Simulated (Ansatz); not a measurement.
```csv
atom,x (Å),y (Å),z (Å)
C,-0.6657,-0.1637,2.4874
N,-2.8421,1.6836,2.2771
O,-3.3996,-0.9892,1.9812
Si,-2.2706,0.1007,1.5693
H,-0.8573,-0.3313,3.5575
H,0.0514,0.6573,2.3444
H,-0.2514,-1.0878,2.0435
H,-2.1192,0.4288,0.1265
H,-3.6415,1.7603,2.9216
H,-2.3319,2.5730,2.1940
H,-4.0407,-1.3953,1.3834
```

Geometry: r2SCAN-D4/def2-SVP.

Theory: isolated molecule in a Gaussian basis; Kohn-Sham density functional theory, functional PBE0 (Ansatz 0.2.0).

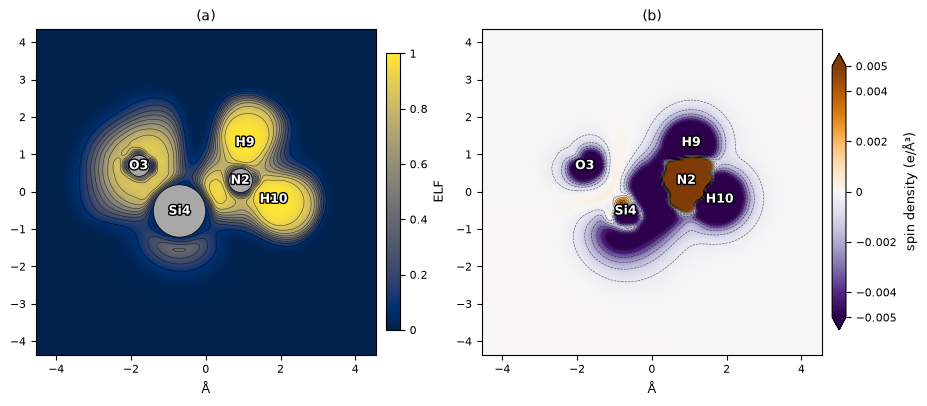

CH7NOSi (charge +1, doublet). (a) electron localisation function; (b) spin density (α minus β) on the plane of atoms Si4, N2 and H10. Grey discs cover the atomic cores in the ELF map.

Q: Describe what can be read from this map.

A:
- The section cuts through N, O, Si and H sites.
- Si–O (1.62 Å): the ELF peaks at about 0.85 between the atoms: a short, strongly polar bond.
- Si–N (1.83 Å): the ELF peaks at about 0.95 between the atoms: a polar covalent bond.
- N–H (1.03 Å): the ELF climbs to about 1 towards the hydrogen, as it does in any bond to H (a covalent bond by its length).
- The ELF also peaks beside O3, away from the bonds: non-bonding electrons, paired or unpaired.
- The unpaired spin (1 electron) lies mostly on N2 (about 0.7) and C1 (about 0.1), in electrons by Hirshfeld's partition.
